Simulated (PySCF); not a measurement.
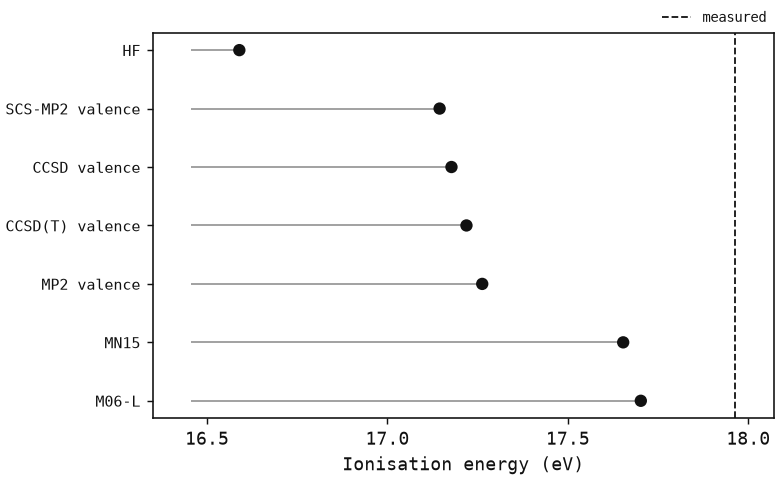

The ionisation energy of an atom or ion with 29 electrons in the configuration [Ar] 3d¹⁰ 4s by several methods. PySCF, def2-TZVP, non-relativistic, unrestricted single determinants, no spin-orbit coupling. Methods marked “valence” freeze 18 core electrons.

> Name the element and charge.

Zn II (Zn⁺). The values run from 16.59 eV (HF) to 17.70 eV (M06-L). The measured value is 17.96 eV; nearest to it come M06-L (−0.26) and MN15 (−0.31), furthest HF (−1.37 eV).

Caveat: relativistic shift absent.
